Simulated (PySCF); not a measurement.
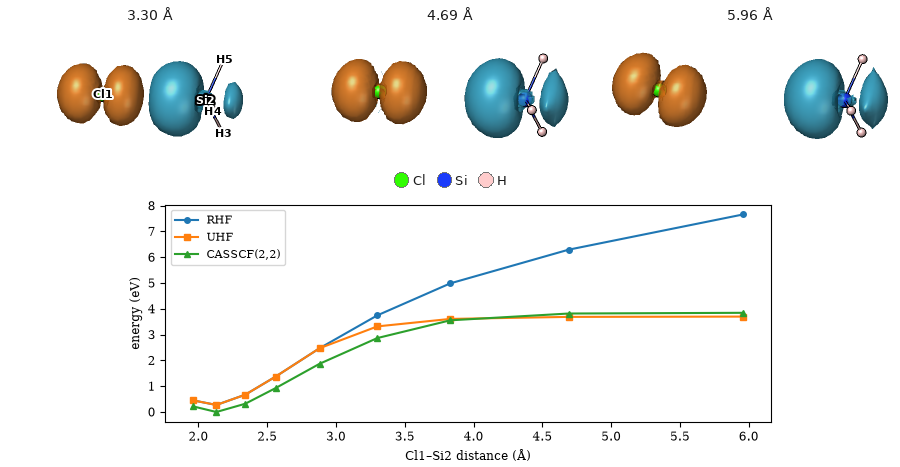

Figure. ClH3Si, SMILES `Cl[SiH3]`. Rigid stretch of the Cl1–Si2 bond. Broken-symmetry UHF spin density at ±0.03 e/Å³ (light blue: α, orange: β). Below: energies along the scan, from the lowest point of the three curves.

Method: cc-pVDZ basis; geometry: GFN2-xTB; program: PySCF. No frequency check shows the geometry to be a minimum. GFN2-xTB bond lengths at metals and heavier atoms can be off by up to 0.1 Å and shapes distorted, which carries into these values.

The calculation's input:

```python
import numpy as np
from pyscf import gto, scf, mcscf

mol = gto.M(atom='''
Cl    -1.04521     0.00001     0.00004
Si     0.96496    -0.00002     0.00005
H      1.41926    -1.25841    -0.58116
H      1.42063     0.12602     1.37895
H      1.41921     1.13260    -0.79915
''', basis='cc-pvdz', charge=0, spin=0, verbose=4)
# stretch the bond between atoms 1 and 2, from long to short, fragments rigid
a, b, move = 0, 1, [1, 2, 3, 4]
xyz = mol.atom_coords(unit='Angstrom')
u = xyz[b] - xyz[a]
r0 = np.linalg.norm(u)
rows, last, dm_u = [], None, None
for r in [5.96, 4.69, 3.83, 3.3, 2.88, 2.56, 2.34, 2.13, 1.96]:
    new = xyz.copy()
    new[move] += u / r0 * (r - r0)
    m = mol.set_geom_(new, unit='Angstrom', inplace=False)
    rhf = scf.RHF(m).density_fit(auxbasis='def2-universal-jkfit').run()
    uhf = scf.UHF(m).density_fit(auxbasis='def2-universal-jkfit').newton()
    if dm_u is None:
        c = rhf.mo_coeff
        h = m.nelectron // 2 - 1
        ca, cb = c.copy(), c.copy()
        ca[:, h], cb[:, h] = (c[:, h] + c[:, h + 1]) / 2**.5, (c[:, h] - c[:, h + 1]) / 2**.5
        dm_u = np.array([x[:, :h + 1] @ x[:, :h + 1].T for x in (ca, cb)])
    uhf.kernel(dm0=dm_u)
    for _ in range(3):
        c, _, stable, _ = uhf.stability(return_status=True)
        if stable:
            break
        uhf.kernel(c, uhf.mo_occ)
    dm_u = uhf.make_rdm1()
    mc = mcscf.CASSCF(rhf, 2, 2)
    mc.natorb = True
    mc.fix_spin_(ss=0)
    guess = mcscf.addons.make_natural_orbitals(uhf)[1] if last is None else mcscf.project_init_guess(mc, last.mo_coeff, last.mol)
    mc.kernel(guess)
    last = mc
    act = slice(mc.ncore, mc.ncore + mc.ncas)
    print('r %.3f  RHF %.6f  UHF %.6f  <S^2> %.3f  CASSCF %.6f  occupations' % (r, rhf.e_tot, uhf.e_tot, uhf.spin_square()[0], mc.e_tot), mc.mo_occ[act].round(4))
    rows.append((new, rhf.e_tot, uhf.e_tot, uhf.spin_square()[0], mc.e_tot, mc.mo_occ[act], mc.mo_coeff[:, act], dm_u[0] - dm_u[1], rhf.converged and uhf.converged and mc.converged))
    np.savez('result.npz', **{k: [row[i] for row in rows] for i, k in enumerate('xyz rhf uhf s2 cas occ c spin ok'.split())})
```

Run with:

```sh
OMP_NUM_THREADS=1 python input.py
```

The run took 57 s on 1 thread of Arm Neoverse V1, on a shared host, peak memory 0.26 GiB.

How does the broken-symmetry solution share the spin, and how far is it from a pure singlet?

At 5.96 Å excess α spin lies mostly on Si2 and excess β on Cl1; the two could be swapped at no cost. ⟨S²⟩ is 0.71 at 3.30 Å, 1.00 at 4.69 Å and 1.01 at 5.96 Å, against 0 for a pure singlet and 1 for an equal mix of singlet and triplet.

Where does the UHF solution part from RHF?

Between 2.88 Å (⟨S²⟩ = 0, the two coincide) and 3.30 Å (⟨S²⟩ = 0.71); at 5.96 Å ⟨S²⟩ is 1.01 and UHF lies 4.0 eV below RHF.

How much energy does the stretch cost?

By CASSCF, 3.8 eV from the lowest point of the scan (2.13 Å) to 5.96 Å; RHF gives 7.4 eV from its own lowest point. The fragments aren't relaxed and dynamic correlation is missing, so this isn't a bond dissociation energy.
